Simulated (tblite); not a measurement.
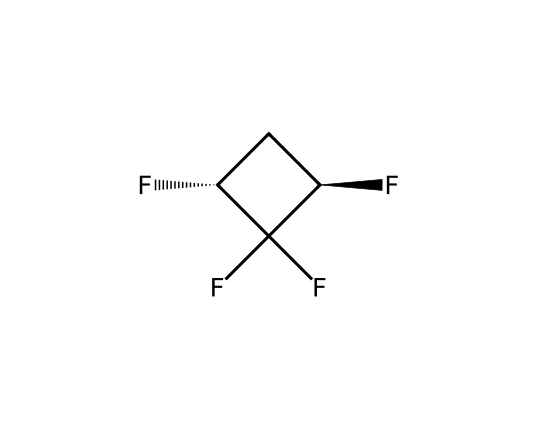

Simulated data, not a measurement (program: tblite).

A structural formula.

### Transcribe the drawing into SMILES.

F[C@@H]1C[C@@H](F)C1(F)F

### Give the formula, hydrogens included.

C4H4F4.
